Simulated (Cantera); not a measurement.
Input: 1 mol Al, 150 mol NH3, 12 mol N2, a varied amount of HCl, held at 1973.15 K and 0.133 bar.

Equilibrium computed with Cantera from the NASA thermochemical tables; the gas is ideal and each condensed phase is pure. Candidate condensed phases: Al, AlCl3, AlN, NH4Cl; 20 gas species. The tables' values for AlCl2 are old estimates; treat these amounts as uncertain. Rates play no part.

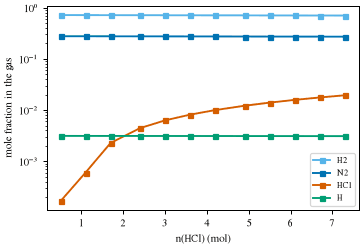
Figure. Equilibrium gas composition (values under 1e-9 drawn at 1e-9)

At 0.51 mol HCl the condensed part is AlN(s). From 1.1 mol HCl to 7.3 mol HCl nothing is condensed. The main Al-bearing gas is AlCl throughout.
